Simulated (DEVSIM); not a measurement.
Device: Pt/SiO2/p-Ge capacitor, at 300 K.

```tsv
layer (left to right)	material	thickness (nm)	Na (cm⁻³)
1	SiO2	14.0	-
2	Ge	4400	1.8e16
```

Metal gate on the left, work function 5.6 eV. Fixed charge at the semiconductor interface 0 cm⁻² (in units of +e); no interface traps.

Constants are typed, rounded textbook-type inputs, not results; the design itself was drawn at random and stands for no fabricated device. Values at 300 K.

```csv
parameter,SiO2,Ge
gap (eV),9,0.664
affinity (eV),0.9,4
permittivity,3.9,16
Nc (cm⁻³),-,1.04e19
Nv (cm⁻³),-,6e18
```

DEVSIM, 1D Poisson equation in equilibrium, Boltzmann statistics, complete ionisation; no quantum confinement or tunnelling. Metal contacts follow the ideal Schottky-Mott rule: no Fermi-level pinning, no interface dipoles.

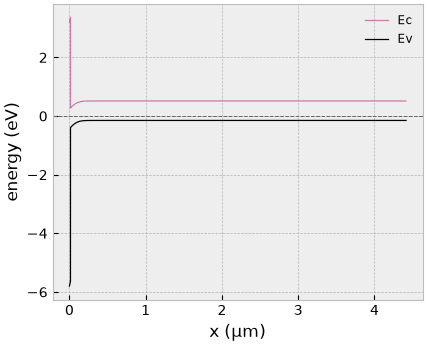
Figure: Band edges at 1.5 V on the gate

Energies count from the Fermi level of the right contact; mesh points crowd at the junctions.

| x (μm) | Ec (eV) | Ev (eV) | n (cm⁻³) | p (cm⁻³) | field (V/cm) |
|---|---|---|---|---|---|
| 0.000 | 3.200 | -5.800 | < 1e2 | < 1e2 | 120000 |
| 0.001431 | 3.217 | -5.782 | < 1e2 | < 1e2 | 120000 |
| 0.004326 | 3.253 | -5.747 | < 1e2 | < 1e2 | 120000 |
| 0.009238 | 3.313 | -5.687 | < 1e2 | < 1e2 | 120000 |
| 0.01297 | 3.358 | -5.642 | < 1e2 | < 1e2 | 120000 |
| 0.01421 | 0.271 | -0.393 | 2.9e14 | 1.5e12 | 30000 |
| 0.01605 | 0.277 | -0.387 | 2.3e14 | 1.9e12 | 29000 |
| 0.02265 | 0.296 | -0.368 | 1.1e14 | 3.9e12 | 28000 |
| 0.03573 | 0.331 | -0.333 | 2.9e13 | 1.5e13 | 25000 |
| 0.06624 | 0.398 | -0.266 | 2.1e12 | 2.1e14 | 19000 |
| 0.1374 | 0.487 | -0.177 | 6.9e10 | 6.3e15 | 6500 |
| 0.3939 | 0.514 | -0.150 | 2.4e10 | 1.8e16 | ≈ 0 |
| 0.9019 | 0.514 | -0.150 | 2.4e10 | 1.8e16 | ≈ 0 |
| 2.087 | 0.514 | -0.150 | 2.4e10 | 1.8e16 | ≈ 0 |
| 3.671 | 0.514 | -0.150 | 2.4e10 | 1.8e16 | ≈ 0 |
| 4.096 | 0.514 | -0.150 | 2.4e10 | 1.8e16 | ≈ 0 |
| 4.278 | 0.514 | -0.150 | 2.4e10 | 1.8e16 | ≈ 0 |
| 4.356 | 0.514 | -0.150 | 2.4e10 | 1.8e16 | ≈ 0 |
| 4.396 | 0.514 | -0.150 | 2.4e10 | 1.8e16 | ≈ 0 |
| 4.407 | 0.514 | -0.150 | 2.4e10 | 1.8e16 | ≈ 0 |
| 4.412 | 0.514 | -0.150 | 2.4e10 | 1.8e16 | ≈ 0 |
| 4.414 | 0.514 | -0.150 | 2.4e10 | 1.8e16 | ≈ 0 |
